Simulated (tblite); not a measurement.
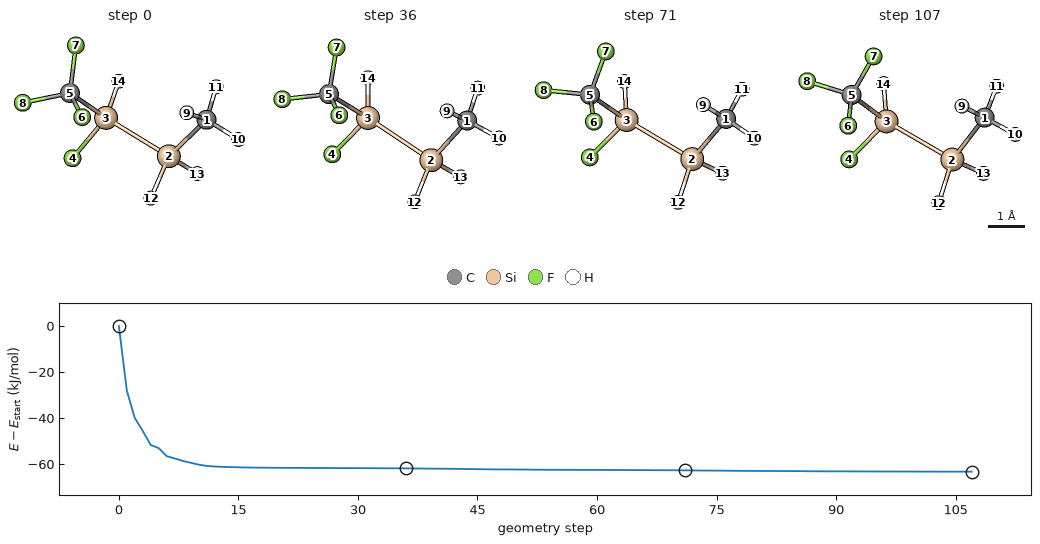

Frames of a relaxation of C2H6F4Si2, marked on the history of the run. The picture is a ball-and-stick view, seen from a free direction.

Theory: GFN2-xTB geometry optimisation, gas phase in tblite. 

Describe the path.

Answer. Over 107 geometry steps the energy falls by 63.2 kJ/mol. The largest move after the best rigid fit is that of F7, 0.68 Å. Largest moves by element: F 0.68 Å, H 0.46 Å, Si 0.17 Å, C 0.08 Å. Near-neighbour distances that change, for instance: Si2–Si3 2.214 → 2.317 Å, Si3–F4 1.706 → 1.613 Å, Si3–C5 1.863 → 1.955 Å, C5–F8 1.386 → 1.343 Å. Bond angles that change, for instance: Si2–Si3–H14 112.1° → 129.6°, C5–Si3–H14 111.0° → 102.3°, F4–Si3–C5 108.3° → 101.3°. Groups turn about Si3–C5 by about 35°. From step 0 to 36: H14 moves most (0.33 Å), energy −61.8 kJ/mol. From step 36 to 71: F7 moves most (0.33 Å), energy −0.86 kJ/mol. From step 71 to 107: F7 moves most (0.30 Å), energy −0.58 kJ/mol.

```json
{"step": "0", "E − E(0), kJ/mol": "0.00"}
{"step": "1", "E − E(0), kJ/mol": "-28.04"}
{"step": "2", "E − E(0), kJ/mol": "-39.96"}
{"step": "3", "E − E(0), kJ/mol": "-45.58"}
{"step": "4", "E − E(0), kJ/mol": "-51.69"}
{"step": "5", "E − E(0), kJ/mol": "-53.02"}
{"step": "6", "E − E(0), kJ/mol": "-56.51"}
{"step": "7", "E − E(0), kJ/mol": "-57.50"}
{"step": "8", "E − E(0), kJ/mol": "-58.55"}
{"step": "9", "E − E(0), kJ/mol": "-59.36"}
{"step": "10", "E − E(0), kJ/mol": "-60.20"}
{"step": "15", "E − E(0), kJ/mol": "-61.35"}
{"step": "20", "E − E(0), kJ/mol": "-61.57"}
{"step": "25", "E − E(0), kJ/mol": "-61.65"}
{"step": "30", "E − E(0), kJ/mol": "-61.71"}
{"step": "36", "E − E(0), kJ/mol": "-61.82"}
{"step": "41", "E − E(0), kJ/mol": "-61.98"}
{"step": "46", "E − E(0), kJ/mol": "-62.21"}
{"step": "51", "E − E(0), kJ/mol": "-62.32"}
{"step": "56", "E − E(0), kJ/mol": "-62.45"}
{"step": "61", "E − E(0), kJ/mol": "-62.50"}
{"step": "66", "E − E(0), kJ/mol": "-62.58"}
{"step": "71", "E − E(0), kJ/mol": "-62.67"}
{"step": "76", "E − E(0), kJ/mol": "-62.81"}
{"step": "81", "E − E(0), kJ/mol": "-62.95"}
{"step": "87", "E − E(0), kJ/mol": "-63.07"}
{"step": "92", "E − E(0), kJ/mol": "-63.12"}
{"step": "97", "E − E(0), kJ/mol": "-63.18"}
{"step": "102", "E − E(0), kJ/mol": "-63.22"}
{"step": "107", "E − E(0), kJ/mol": "-63.25"}
```
